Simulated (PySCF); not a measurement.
CH$_{8}$OSi$_{2}$

Input file:

```
{"job": {"kind": "nmr", "xc": "PBE0", "basis": "pcSseg-1", "pop": true}, "charge": 0, "multiplicity": 1}
C      1.657053    -0.780639    -0.552311
Si     0.703464     0.431185     0.554026
Si    -1.463821     0.670215    -0.201963
O     -2.295724     1.710400     0.741090
H      1.697988    -0.429956    -1.579647
H      1.186990    -1.759933    -0.561236
H      2.678686    -0.910479    -0.208764
H      1.465218     1.697933     0.574208
H      0.799439    -0.068251     1.937123
H     -2.321679    -0.505393    -0.072699
H     -1.538814     1.144208    -1.594597
H     -2.029445     2.615857     0.866031
```

Run with:

```sh
OMP_NUM_THREADS=1 python probes_run.py task.json out
```

Geometry: GFN2-xTB, dihedral held.

The calculation used PBE0/pcSseg-1, SCF density, gas phase, non-relativistic (PySCF).

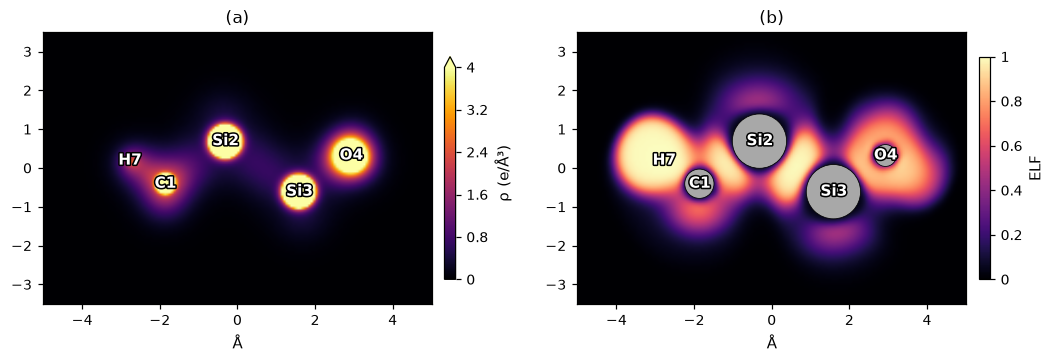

Figure 1. (a) total electron density; (b) ELF on the plane of atoms Si2, C1 and H7. Grey discs cover the atomic cores in the ELF map.

Describe what can be read from this map.

Answer. The plane passes through C, Si, O and H nuclei. Si–O (1.63 Å): the density is about 1.1 e/Å³ at the midpoint; the ELF peaks at about 0.85 between the atoms, as expected for a shared but strongly polarised pair. C–Si (1.90 Å): ρ at the midpoint is about 0.9 e/Å³; the ELF peaks at about 0.95 between the atoms: a covalent bond. Si–Si (2.31 Å): the density is about 0.7 e/Å³ at the midpoint; the ELF peaks at about 1 between the atoms (a shared electron pair). C–H (1.09 Å): ρ is about 2 e/Å³ halfway; the ELF climbs to about 1 towards the hydrogen, as it does in any bond to H (an ordinary covalent bond to hydrogen). The ELF also peaks beside O4, away from the bonds: lone-pair regions.

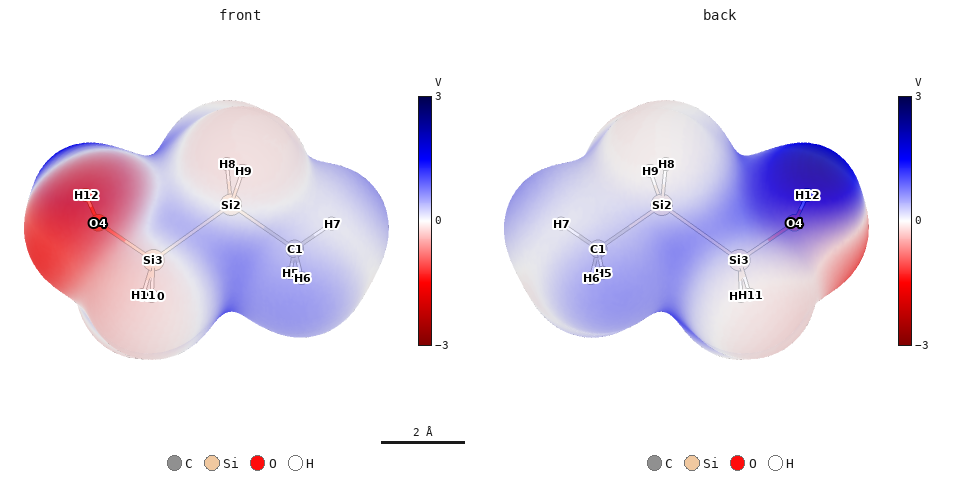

Figure 2. The electrostatic potential painted on the density surface at 0.001 e/bohr³, seen from the front and from behind; the colour scale runs from red (negative) to blue (positive).

Which sites attract a positive test charge, and which a negative one?

Answer. A positive charge is drawn to the negative regions and a negative charge to the positive ones. The most negative region (about −1.3 V, or −30 kcal/mol for a unit charge) lies over O4, the most positive (about +2.0 V, or +46 kcal/mol for a unit charge) over H12. O4 is the likeliest acceptor of a hydrogen bond.
